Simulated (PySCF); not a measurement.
# C₂H₅BS₂: NMR shifts at several levels of theory, part 2 of 2

PySCF 2.14.0. Atoms count from 0. The steps go on from the part before.

### 9 Nuclear shieldings: LC-wPBE/pcSseg-2

The job: settings as JSON, then the geometry in Å.

```
{"job": {"kind": "nmr", "xc": "LC-wPBE", "basis": "pcSseg-2", "pop": false}, "charge": 0, "multiplicity": 1}
B      1.714353     0.400072    -0.008454
S      0.858264    -0.785766    -1.034534
C     -0.741617    -0.643236    -0.150512
C     -0.900917     0.752606     0.413226
S      0.689114     1.331023     1.119688
H      2.902488     0.560361    -0.071984
H     -0.743317    -1.398436     0.650881
H     -1.550004    -0.885242    -0.855272
H     -1.192301     1.468142    -0.371107
H     -1.662173     0.779739     1.206921
```

Level: GIAO LC-wPBE/pcSseg-2 NMR shielding, non-relativistic, gas phase.

The log of the run:

```text
coarse grid: 9608 points
cycle   1  E = -900.2289208775  dE =  7.876e-01  |g| = 3.391e-01  |ddm| = 2.259e+00
cycle   2  E = -900.2561416755  dE = -2.722e-02  |g| = 2.620e-01  |ddm| = 5.599e-01
cycle   3  E = -900.2719097112  dE = -1.577e-02  |g| = 4.473e-02  |ddm| = 2.341e-01
cycle   4  E = -900.2726759027  dE = -7.662e-04  |g| = 1.294e-02  |ddm| = 6.887e-02
cycle   5  E = -900.2727534987  dE = -7.760e-05  |g| = 5.751e-03  |ddm| = 3.102e-02
cycle   6  E = -900.2727638606  dE = -1.036e-05  |g| = 1.425e-03  |ddm| = 7.728e-03
cycle   7  E = -900.2727650359  dE = -1.175e-06  |g| = 3.926e-04  |ddm| = 4.385e-03
final grid: 83976 points
cycle   8  E = -900.2909458532  dE = -1.082e-04  |g| = 1.022e-02  |ddm| = 3.618e-02
cycle   9  E = -900.2909508134  dE = -4.960e-06  |g| = 6.593e-03  |ddm| = 8.190e-03
cycle  10  E = -900.2909568970  dE = -6.084e-06  |g| = 7.783e-04  |ddm| = 4.645e-03
cycle  11  E = -900.2909570556  dE = -1.587e-07  |g| = 2.317e-04  |ddm| = 7.470e-04
cycle  12  E = -900.2909570744  dE = -1.875e-08  |g| = 6.630e-05  |ddm| = 3.339e-04
cycle  13  E = -900.2909570764  dE = -2.038e-09  |g| = 2.007e-05  |ddm| = 1.180e-04
cycle  14  E = -900.2909570768  dE = -3.558e-10  |g| = 7.120e-06  |ddm| = 6.644e-05
converged SCF energy = -900.2909570768

GIAO shielding tensors (ppm)
atom      isotropic    diamagn.    paramagn.     s11        s22        s33       span
  0 B       29.887     197.210    -167.323    -23.683      2.144    111.199    134.881
  1 S      422.616    1057.139    -634.523    286.913    408.182    572.753    285.840
  2 C      148.876     243.884     -95.007    109.597    167.082    169.949     60.352
  3 C      148.868     243.422     -94.554    109.620    167.050    169.934     60.313
  4 S      422.124    1056.827    -634.702    286.149    407.848    572.375    286.226
  5 H       24.508      28.962      -4.454     23.900     24.405     25.220      1.320
  6 H       28.511      30.673      -2.162     22.483     27.100     35.951     13.468
  7 H       28.292      30.078      -1.786     22.621     26.496     35.758     13.137
  8 H       28.513      30.321      -1.807     22.488     27.102     35.950     13.463
  9 H       28.277      29.693      -1.415     22.609     26.483     35.741     13.132
```

It took 48 s on 1 thread of Arm Neoverse V1, shared host; peak memory 1.1 GiB.

Key values: δ C2 39.4, B0 69.1, S1 78, H5 6.81, H6 2.92 ppm (means over like atoms).

### 10 NMR shieldings: PBE0/STO-3G

The job, as its differences from that of step 9:

```diff
@@ -1,2 +1,2 @@
-{"job": {"kind": "nmr", "xc": "LC-wPBE", "basis": "pcSseg-2", "pop": false}, "charge": 0, "multiplicity": 1}
+{"job": {"kind": "nmr", "xc": "PBE0", "basis": "STO-3G", "pop": true}, "charge": 0, "multiplicity": 1}
 B      1.714353     0.400072    -0.008454
```

With the program's defaults for keys left out, this is: GIAO PBE0/STO-3G NMR shielding, non-relativistic, gas phase.

The log of the run:

```text
coarse grid: 9608 points
cycle   1  E = -890.1052283661  dE =  1.318e-01  |g| = 2.281e-01  |ddm| = 4.152e+00
cycle   2  E = -890.1037431445  dE =  1.485e-03  |g| = 2.702e-01  |ddm| = 8.474e-01
cycle   3  E = -890.1301428882  dE = -2.640e-02  |g| = 2.424e-02  |ddm| = 4.365e-01
cycle   4  E = -890.1303636232  dE = -2.207e-04  |g| = 1.107e-02  |ddm| = 6.330e-02
cycle   5  E = -890.1304081867  dE = -4.456e-05  |g| = 2.424e-03  |ddm| = 2.060e-02
cycle   6  E = -890.1304101177  dE = -1.931e-06  |g| = 1.233e-04  |ddm| = 3.652e-03
final grid: 83976 points
cycle   7  E = -890.1148528075  dE =  3.237e-06  |g| = 7.101e-03  |ddm| = 1.942e-02
cycle   8  E = -890.1148425673  dE =  1.024e-05  |g| = 8.861e-03  |ddm| = 2.404e-02
cycle   9  E = -890.1148708663  dE = -2.830e-05  |g| = 3.417e-04  |ddm| = 1.352e-02
cycle  10  E = -890.1148709088  dE = -4.246e-08  |g| = 2.143e-05  |ddm| = 5.611e-04
cycle  11  E = -890.1148709090  dE = -1.737e-10  |g| = 3.826e-06  |ddm| = 3.641e-05
converged SCF energy = -890.1148709090

GIAO shielding tensors (ppm)
atom      isotropic    diamagn.    paramagn.     s11        s22        s33       span
  0 B       58.561     204.024    -145.464     -2.042     43.630    134.094    136.136
  1 S      613.107    1044.814    -431.707    508.127    622.979    708.215    200.088
  2 C      194.264     248.027     -53.763    158.834    207.217    216.741     57.906
  3 C      194.244     247.538     -53.295    158.832    207.203    216.696     57.864
  4 S      612.837    1044.492    -431.655    507.712    622.731    708.067    200.355
  5 H       26.771      30.416      -3.645     25.085     27.055     28.173      3.088
  6 H       30.868      31.704      -0.836     25.693     28.278     38.632     12.939
  7 H       30.740      30.631       0.109     24.775     28.060     39.385     14.610
  8 H       30.869      31.309      -0.440     25.694     28.282     38.631     12.937
  9 H       30.725      30.200       0.525     24.761     28.048     39.365     14.604
```

It took 2.5 s on 1 thread of Arm Neoverse V1, shared host; peak memory 0.5 GiB.

In short: δ C2 40.4, B0 70.2, S1 12, H5 5.83, H6 1.80 ppm (means over like atoms).

### 11 Shielding tensors: PBE0/6-31G

The job, as its differences from that of step 10:

```diff
@@ -1,2 +1,2 @@
-{"job": {"kind": "nmr", "xc": "PBE0", "basis": "STO-3G", "pop": true}, "charge": 0, "multiplicity": 1}
+{"job": {"kind": "nmr", "xc": "PBE0", "basis": "6-31G", "pop": true}, "charge": 0, "multiplicity": 1}
 B      1.714353     0.400072    -0.008454
```

Level: GIAO PBE0/6-31G NMR shielding, non-relativistic, gas phase.

The log of the run:

```text
coarse grid: 9608 points
cycle   1  E = -900.0387141738  dE =  6.266e-01  |g| = 1.560e-01  |ddm| = 3.264e+00
cycle   2  E = -900.0451580735  dE = -6.444e-03  |g| = 1.181e-01  |ddm| = 7.591e-01
cycle   3  E = -900.0497023464  dE = -4.544e-03  |g| = 3.140e-02  |ddm| = 2.615e-01
cycle   4  E = -900.0499892572  dE = -2.869e-04  |g| = 1.028e-02  |ddm| = 4.958e-02
cycle   5  E = -900.0500210826  dE = -3.183e-05  |g| = 1.495e-03  |ddm| = 1.664e-02
cycle   6  E = -900.0500217149  dE = -6.323e-07  |g| = 7.708e-04  |ddm| = 4.586e-03
final grid: 83976 points
cycle   7  E = -899.9889600744  dE = -2.626e-06  |g| = 8.978e-03  |ddm| = 2.479e-02
cycle   8  E = -899.9889410934  dE =  1.898e-05  |g| = 1.209e-02  |ddm| = 2.645e-02
cycle   9  E = -899.9889841558  dE = -4.306e-05  |g| = 3.525e-04  |ddm| = 1.596e-02
cycle  10  E = -899.9889841924  dE = -3.664e-08  |g| = 1.091e-04  |ddm| = 6.653e-04
cycle  11  E = -899.9889841965  dE = -4.089e-09  |g| = 2.426e-05  |ddm| = 1.913e-04
cycle  12  E = -899.9889841967  dE = -2.060e-10  |g| = 5.244e-06  |ddm| = 4.988e-05
converged SCF energy = -899.9889841967

GIAO shielding tensors (ppm)
atom      isotropic    diamagn.    paramagn.     s11        s22        s33       span
  0 B       55.563     205.997    -150.434     11.927     33.412    121.351    109.424
  1 S      473.608    1056.014    -582.406    323.724    474.764    622.338    298.614
  2 C      159.704     252.090     -92.386    118.308    178.091    182.712     64.404
  3 C      159.700     251.929     -92.229    118.349    178.064    182.687     64.338
  4 S      473.182    1055.863    -582.681    323.176    474.285    622.086    298.910
  5 H       25.656      29.168      -3.512     25.177     25.765     26.025      0.848
  6 H       29.653      30.579      -0.926     23.458     27.997     37.505     14.047
  7 H       29.321      30.560      -1.239     23.299     27.449     37.216     13.917
  8 H       29.656      30.422      -0.766     23.462     28.000     37.505     14.043
  9 H       29.306      30.368      -1.063     23.286     27.434     37.196     13.910
```

It took 5 s on 1 thread of Arm Neoverse V1, shared host; peak memory 0.5 GiB.

In short: δ C2 39.8, B0 57.6, S1 67, H5 6.96, H6 3.13 ppm (means over like atoms).

### 12 Run by run: NMR shifts

Shifts (ppm), means over like atoms, with basis size and wall time:

| run | C2 | H5 | H6 | B0 | S1 | functions | time |
| --- | --- | --- | --- | --- | --- | --- | --- |
| PBE0/pcSseg-2 | 43.5 | 6.69 | 3.13 | 63.4 | 106 | 264 | 26 s |
| mPW1PW91/pcSseg-2 | 43.7 | 6.66 | 3.11 | 63.7 | 105 | 264 | 26 s |
| WP04/pcSseg-2 | 46.9 | 6.06 | 3.02 | 67.6 | 110 | 264 | 27 s |
| B97-2/pcSseg-2 | 43.8 | 6.56 | 3.13 | 61.3 | 102 | 264 | 26 s |
| BHandHLYP/pcSseg-2 | 41.3 | 6.55 | 2.98 | 67.7 | 86 | 264 | 26 s |
| CAM-B3LYP/pcSseg-2 | 42.2 | 6.68 | 3.02 | 68.2 | 106 | 264 | 36 s |
| wB97X-D/pcSseg-2 | 42.4 | 6.68 | 3.01 | 64.7 | 95 | 264 | 35 s |
| LC-wPBE/pcSseg-2 | 39.4 | 6.81 | 2.92 | 69.1 | 78 | 264 | 48 s |
| PBE0/STO-3G | 40.4 | 5.83 | 1.80 | 70.2 | 12 | 38 | 2.5 s |
| PBE0/6-31G | 39.8 | 6.96 | 3.13 | 57.6 | 67 | 63 | 5 s |

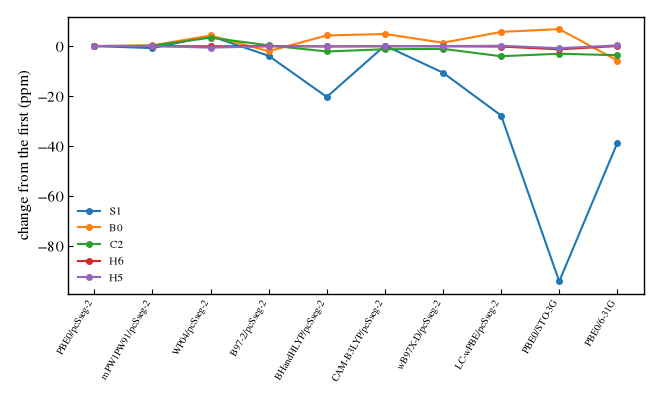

How the tabulated atoms move from run to run.

### 13 Results

This closing draws on all 2 parts.

| quantity | value |
| --- | --- |
| 13C shifts against TMS (PBE0/pcSseg-2, means over atoms taken as alike) | 43.5 ppm |
| 1H shifts against TMS (PBE0/pcSseg-2, means over atoms taken as alike) | 6.69, 3.13 ppm |
| 11B shifts against BF3·OEt2 (PBE0/pcSseg-2) | 63.4 ppm |
| 33S shifts against CS2 (PBE0/pcSseg-2, means over atoms taken as alike) | 106 ppm |
| range of the shift of S1 | 12 to 110 ppm |
| property runs in this session | 10, of which 0 failed and 1 gave unsound results |

Single values in the summary come from the first run of each kind that ended normally (PBE0/pcSseg-2), which need not be the best level. At PBE0/pcSseg-2: The widest tensor belongs to S1, S4: span 263 ppm, with a paramagnetic part of -660 ppm. In ppm, S1 (with its like atoms) moves most: its shift spreads over 98 ppm, from 12 (PBE0/STO-3G) to 110 (WP04/pcSseg-2). A minimal basis is unusable for shieldings, so that end is no result.
